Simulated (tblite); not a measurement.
# Geometry relaxation, with input and output: C₄H₉FOSi (part 3 of 3)

Continued. System: C₄H₉FOSi. Method: GFN2-xTB geometry optimisation, gas phase (tblite 0.8.0). It belongs to a series of runs on one base structure; here: constitutional isomer.

Geometry of the input (Å):
```
C  0.5273  -1.0134  1.4481
C  -0.0296  -0.6948  0.2804
O  0.7071  -0.5173  -0.8546
Si 2.1365  0.4057  -1.0467
C  -1.5076  -0.5377  0.2114
C  -1.7607  0.8965  -0.2627
F  -2.1373  -0.7612  1.3873
H  1.6026  -1.1309  1.5443
H  -0.0564  -1.1547  2.3354
H  1.8586  1.7907  -1.4387
H  2.9794  0.4384  0.1434
H  2.9296  -0.2610  -2.1000
H  -1.8899  -1.1880  -0.5990
H  -2.0055  1.5019  0.6555
H  -0.8170  1.2546  -0.7077
H  -2.5447  0.9800  -1.0078
```

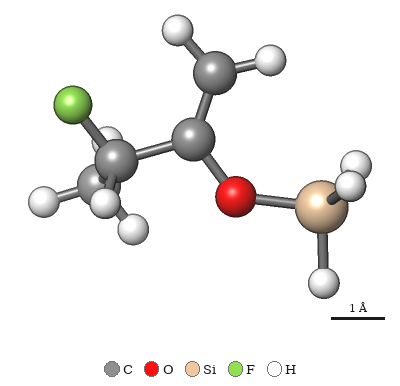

**Figure 1.** The geometry at step 134 of the log (ball-and-stick view, seen at a tilt).

Trajectory as extended XYZ, continued:
```
16
Properties=species:S:1:pos:R:3:forces:R:3 step=107 energy=-645.42290
C     0.4935   -0.6715    1.6192    0.0130  -0.0230   0.0050
C     0.0579   -0.6103    0.3727   -0.0130   0.0380  -0.0060
O     0.8410   -0.4893   -0.7206    0.0110   0.0080  -0.0100
Si    2.2511    0.2712   -1.0047    0.0190   0.0250  -0.0430
C    -1.4038   -0.5865   -0.0116   -0.0070  -0.0030  -0.0140
C    -1.8408    0.8508   -0.2772   -0.0150  -0.0100   0.0090
F    -2.1797   -1.1239    0.9945    0.0090   0.0210  -0.0100
H     1.5435   -0.6427    1.8427    0.0260  -0.0120   0.0180
H    -0.1957   -0.7819    2.4342   -0.0050   0.0010   0.0070
H     2.1279    1.6726   -0.5941    0.0280  -0.0220   0.0040
H     3.3846   -0.3403   -0.3101   -0.0290  -0.0090   0.0110
H     2.2992    0.0868   -2.4473    0.0140   0.0020   0.0190
H    -1.5656   -1.2152   -0.8968    0.0080  -0.0090   0.0070
H    -1.7550    1.4250    0.6434   -0.0330   0.0060  -0.0260
H    -1.1942    1.2899   -1.0329   -0.0370  -0.0270   0.0040
H    -2.8716    0.8742   -0.6229    0.0110   0.0150   0.0240
16
Properties=species:S:1:pos:R:3:forces:R:3 step=112 energy=-645.42680
C     0.5051   -0.6455    1.6294   -0.0190   0.0310  -0.0200
C     0.0598   -0.5795    0.3848    0.0340   0.0050   0.0160
O     0.8391   -0.4481   -0.7105    0.0030   0.0500  -0.0180
Si    2.2779    0.2545   -1.0044    0.0400  -0.0180   0.0600
C    -1.4032   -0.5838   -0.0066    0.0270   0.0120   0.0290
C    -1.8788    0.8363   -0.2937   -0.0090   0.0130   0.0010
F    -2.1759   -1.1181    1.0023    0.0140  -0.0340   0.0240
H     1.5566   -0.5947    1.8523   -0.0380  -0.0310  -0.0380
H    -0.1755   -0.7632    2.4517   -0.0150  -0.0010  -0.0270
H     2.2702    1.6238   -0.4851    0.0180  -0.0140   0.0260
H     3.3986   -0.4870   -0.4136   -0.0950   0.0340  -0.0300
H     2.2445    0.2048   -2.4560    0.0260  -0.0310  -0.0350
H    -1.5505   -1.2270   -0.8847    0.0360  -0.0120   0.0260
H    -1.8563    1.4169    0.6256    0.0050   0.0030   0.0050
H    -1.2241    1.3003   -1.0253    0.0020  -0.0190  -0.0230
H    -2.8949    0.8192   -0.6778   -0.0290   0.0130   0.0050
16
Properties=species:S:1:pos:R:3:forces:R:3 step=118 energy=-645.43514
C     0.5075   -0.5419    1.6126    0.0320  -0.0200  -0.0280
C     0.0551   -0.4990    0.3705   -0.0030  -0.0020  -0.0320
O     0.8164   -0.3062   -0.7281    0.0500   0.0830  -0.0060
Si    2.3375    0.2308   -0.9786   -0.0240   0.0370  -0.0430
C    -1.4081   -0.5968   -0.0057   -0.0240   0.0490  -0.0050
C    -1.9570    0.7933   -0.3156   -0.0330   0.0380  -0.0020
F    -2.1419   -1.1391    1.0290    0.0420  -0.0310   0.0180
H     1.5575   -0.4414    1.8151    0.0320  -0.0080   0.0450
H    -0.1565   -0.7020    2.4404   -0.0160   0.0030  -0.0230
H     2.5773    1.4695   -0.2125   -0.0240  -0.2090  -0.1270
H     3.3206   -0.7980   -0.6210   -0.0560   0.0820   0.0450
H     2.2652    0.4311   -2.4268   -0.0080   0.0090   0.1710
H    -1.5240   -1.2849   -0.8536   -0.0070   0.0600  -0.0280
H    -1.9161    1.3830    0.6002   -0.0070   0.0370  -0.0950
H    -1.3491    1.2696   -1.0839   -0.0590  -0.0740   0.0820
H    -2.9921    0.7410   -0.6533    0.1030  -0.0540   0.0270
16
Properties=species:S:1:pos:R:3:forces:R:3 step=123 energy=-645.44647
C     0.5152   -0.5454    1.6160    0.0170  -0.0030  -0.0240
C     0.0570   -0.4589    0.3779    0.0450   0.0000  -0.0010
O     0.8081   -0.2229   -0.7183   -0.0260   0.0730  -0.0230
Si    2.3493    0.2276   -0.9841    0.0300  -0.0370   0.0150
C    -1.4042   -0.5810    0.0056    0.0260  -0.0040   0.0080
C    -1.9935    0.7871   -0.3213   -0.0040   0.0030  -0.0050
F    -2.1096   -1.1502    1.0455   -0.0370   0.0280  -0.0170
H     1.5646   -0.4422    1.8221    0.0140  -0.0010   0.0330
H    -0.1489   -0.7394    2.4381    0.0230   0.0110  -0.0440
H     2.7119    1.4059   -0.1978   -0.0390   0.0350   0.0140
H     3.2687   -0.8570   -0.6497    0.0220  -0.0500   0.0130
H     2.2699    0.4935   -2.4125   -0.0270  -0.0090   0.0140
H    -1.5008   -1.2713   -0.8430   -0.0330   0.0260  -0.0270
H    -1.9562    1.4135    0.5662   -0.0140   0.0160   0.0240
H    -1.4125    1.2568   -1.1104    0.0090  -0.0510   0.0010
H    -3.0266    0.6928   -0.6458   -0.0070  -0.0360   0.0170
16
Properties=species:S:1:pos:R:3:forces:R:3 step=128 energy=-645.45176
C     0.5318   -0.5208    1.5993    0.0070  -0.0040   0.0080
C     0.0638   -0.4119    0.3674   -0.0080  -0.0100   0.0120
O     0.7964   -0.1191   -0.7257   -0.0110  -0.0020  -0.0120
Si    2.3715    0.2115   -0.9676    0.0210   0.0170  -0.0190
C    -1.3959   -0.5724    0.0054   -0.0260   0.0190   0.0070
C    -2.0284    0.7742   -0.3250   -0.0110   0.0130  -0.0080
F    -2.0831   -1.1555    1.0495   -0.0160  -0.0050  -0.0050
H     1.5777   -0.4034    1.8128    0.0220   0.0200   0.0070
H    -0.1293   -0.7427    2.4148    0.0040  -0.0250   0.0120
H     2.8186    1.3212   -0.1247   -0.0100   0.0150  -0.0030
H     3.1972   -0.9615   -0.6851    0.0040  -0.0180  -0.0050
H     2.2846    0.5567   -2.3782    0.0320  -0.0110   0.0060
H    -1.4844   -1.2628   -0.8443   -0.0090  -0.0040  -0.0030
H    -1.9666    1.4276    0.5431   -0.0190  -0.0130  -0.0210
H    -1.4885    1.2251   -1.1530   -0.0190   0.0040   0.0060
H    -3.0730    0.6427   -0.6003    0.0400   0.0020   0.0180
16
Properties=species:S:1:pos:R:3:forces:R:3 step=134 energy=-645.45278
C     0.5391   -0.5243    1.5968    0.0030  -0.0100   0.0050
C     0.0624   -0.4094    0.3684    0.0030   0.0100   0.0040
O     0.7926   -0.1098   -0.7261   -0.0010   0.0080  -0.0020
Si    2.3720    0.2111   -0.9638   -0.0010  -0.0110  -0.0230
C    -1.3995   -0.5678    0.0100    0.0120   0.0080  -0.0060
C    -2.0335    0.7768   -0.3272    0.0010  -0.0230   0.0130
F    -2.0882   -1.1476    1.0552    0.0080   0.0070  -0.0100
H     1.5864   -0.3998    1.8037   -0.0050   0.0020   0.0010
H    -0.1135   -0.7600    2.4156    0.0000  -0.0060   0.0050
H     2.8210    1.3188   -0.1210   -0.0040   0.0180   0.0100
H     3.1887   -0.9700   -0.6883    0.0030  -0.0130   0.0160
H     2.3053    0.5544   -2.3751    0.0010   0.0000  -0.0090
H    -1.4893   -1.2600   -0.8385   -0.0060  -0.0070   0.0030
H    -1.9864    1.4315    0.5397    0.0010   0.0010   0.0030
H    -1.4913    1.2301   -1.1515   -0.0040   0.0060  -0.0050
H    -3.0734    0.6350   -0.6094   -0.0130   0.0120  -0.0040
16
Properties=species:S:1:pos:R:3:forces:R:3 step=139 energy=-645.45317
C     0.5408   -0.5287    1.5974    0.0000   0.0010  -0.0030
C     0.0638   -0.4019    0.3701   -0.0020   0.0010  -0.0060
O     0.7907   -0.0886   -0.7229   -0.0020   0.0030  -0.0030
Si    2.3730    0.2127   -0.9667   -0.0060  -0.0020   0.0010
C    -1.3971   -0.5659    0.0098   -0.0060  -0.0050   0.0040
C    -2.0364    0.7755   -0.3280    0.0000   0.0040  -0.0010
F    -2.0841   -1.1452    1.0561   -0.0020  -0.0070   0.0060
H     1.5866   -0.3980    1.8072    0.0030  -0.0010  -0.0040
H    -0.1103   -0.7768    2.4139    0.0010  -0.0020  -0.0060
H     2.8306    1.3208   -0.1280    0.0040   0.0090   0.0030
H     3.1713   -0.9784   -0.6809    0.0130  -0.0070   0.0080
H     2.3122    0.5506   -2.3799   -0.0040  -0.0050   0.0010
H    -1.4859   -1.2619   -0.8361    0.0030   0.0070   0.0010
H    -1.9860    1.4319    0.5377   -0.0020   0.0010   0.0010
H    -1.4991    1.2291   -1.1553    0.0020   0.0060  -0.0060
H    -3.0777    0.6338   -0.6059   -0.0020  -0.0030   0.0040
16
Properties=species:S:1:pos:R:3:forces:R:3 step=144 energy=-645.45333
C     0.5428   -0.5332    1.5954   -0.0020   0.0010  -0.0010
C     0.0630   -0.4054    0.3695    0.0010   0.0010  -0.0010
O     0.7876   -0.0931   -0.7252   -0.0020  -0.0010  -0.0020
Si    2.3691    0.2128   -0.9668    0.0030   0.0030   0.0080
C    -1.3986   -0.5662    0.0115    0.0000   0.0040  -0.0040
C    -2.0320    0.7781   -0.3272   -0.0020   0.0030   0.0010
F    -2.0867   -1.1447    1.0574    0.0000   0.0050  -0.0020
H     1.5888   -0.4010    1.8038    0.0020  -0.0070  -0.0050
H    -0.1068   -0.7841    2.4122   -0.0010   0.0020   0.0020
H     2.8126    1.3351   -0.1394    0.0110   0.0070   0.0020
H     3.1761   -0.9686   -0.6623    0.0050   0.0020   0.0030
H     2.3090    0.5340   -2.3835    0.0020  -0.0060  -0.0070
H    -1.4880   -1.2607   -0.8350   -0.0070  -0.0030  -0.0050
H    -1.9868    1.4320    0.5407   -0.0020  -0.0020   0.0030
H    -1.4863    1.2338   -1.1485   -0.0090  -0.0080   0.0030
H    -3.0716    0.6402   -0.6138    0.0020   0.0000   0.0030
16
Properties=species:S:1:pos:R:3:forces:R:3 step=150 energy=-645.45388
C     0.5414   -0.5440    1.5882    0.0050  -0.0120  -0.0040
C     0.0633   -0.4144    0.3616   -0.0050  -0.0020  -0.0020
O     0.7908   -0.1160   -0.7352    0.0090   0.0070   0.0060
Si    2.3696    0.2158   -0.9638    0.0080  -0.0040  -0.0080
C    -1.4005   -0.5623    0.0072    0.0020  -0.0070  -0.0040
C    -2.0302    0.7864   -0.3196    0.0050  -0.0110   0.0040
F    -2.0866   -1.1435    1.0533   -0.0070  -0.0020  -0.0140
H     1.5895   -0.4289    1.7966   -0.0060   0.0070  -0.0060
H    -0.1117   -0.7873    2.4047    0.0040   0.0070  -0.0010
H     2.7726    1.3750   -0.1664    0.0060   0.0010  -0.0030
H     3.2004   -0.9348   -0.6082    0.0010   0.0050   0.0030
H     2.3284    0.4828   -2.3933   -0.0050  -0.0030   0.0130
H    -1.4970   -1.2494   -0.8448   -0.0100  -0.0100   0.0100
H    -1.9660    1.4380    0.5484   -0.0040   0.0120   0.0000
H    -1.4966    1.2372   -1.1509    0.0050   0.0110   0.0010
H    -3.0749    0.6543   -0.5891   -0.0080   0.0000   0.0060
16
Properties=species:S:1:pos:R:3:forces:R:3 step=155 energy=-645.45409
C     0.5403   -0.5497    1.5855   -0.0020   0.0030   0.0000
C     0.0621   -0.4186    0.3592    0.0050  -0.0060   0.0010
O     0.7923   -0.1199   -0.7358    0.0000   0.0020   0.0000
Si    2.3706    0.2170   -0.9628   -0.0040   0.0010   0.0050
C    -1.4021   -0.5635    0.0048    0.0010   0.0010   0.0010
C    -2.0280    0.7883   -0.3166   -0.0040   0.0070  -0.0020
F    -2.0906   -1.1457    1.0487    0.0030  -0.0030   0.0020
H     1.5884   -0.4320    1.7922   -0.0010   0.0000   0.0010
H    -0.1123   -0.7905    2.4030    0.0040   0.0000   0.0000
H     2.7648    1.3897   -0.1804    0.0020  -0.0030  -0.0010
H     3.2082   -0.9226   -0.5883    0.0000   0.0020   0.0000
H     2.3306    0.4659   -2.3950   -0.0010  -0.0030   0.0010
H    -1.5024   -1.2493   -0.8477   -0.0020   0.0000  -0.0030
H    -1.9562    1.4410    0.5506   -0.0010  -0.0080  -0.0020
H    -1.4976    1.2385   -1.1505   -0.0050   0.0020   0.0000
H    -3.0755    0.6604   -0.5783    0.0040   0.0030  -0.0010
```

Results in brief:

```tsv
quantity	value
outcome	converged
total energy	−645.4541 eV
hardware	1 CPU thread, shared host
wall time	0.98 s
peak memory	0.18 GiB
```
